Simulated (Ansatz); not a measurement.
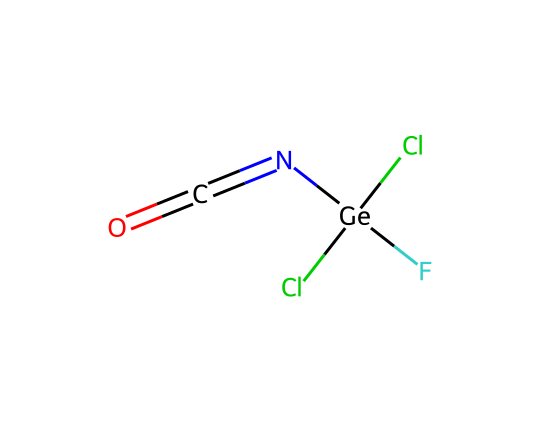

(Drawn from a calculation with Ansatz.)

A structural formula.

Write the SMILES.

Answer. O=C=[N][Ge]([F])([Cl])[Cl]

Give the formula, hydrogens included.

Answer. CCl2FGeNO.

An optimisation with PBE0-D4/def2-TZVP gave a structure of which point group?

Answer. Cs. Other conformers may differ.
